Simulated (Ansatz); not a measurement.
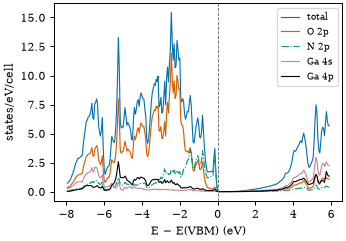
Figure. Total and projected density of states of Ga3NO3 in space group Ima2 (No. 46; Pearson symbol oI28), PBE (plane waves, PAW; program Ansatz)

Q: Which orbitals carry the states next to the gap?

A: Top 1 eV of the valence band: N 2p 62 %, O 2p 30 %. Bottom 1 eV of the conduction band: Ga 4s 43 %, O 2s 22 %, Ga 4p 11 %, O 2p 10 %, N 2s 7 %, N 2p 5 %. Projections are on Löwdin-orthogonalised atomic valence shells; empty p or d shells of many metals are not among them.

Q: Where is the tallest occupied peak in this window, and what makes it?

A: Near -2.4 eV, about 15 states/eV per cell; the largest projected share is O 2p.

The start of the workflow was typed in or built on a structure type; neither database checked (COD, Materials Project) lists it. Its standing as an ambient phase is unchecked. The cell was relaxed with PBE under the symmetry of its start; its stability against distortions is not shown here. Scalar-relativistic: spin–orbit coupling is off unless named, which matters more the heavier the elements.

Potentials: the earlier of the program's two PAW sets.
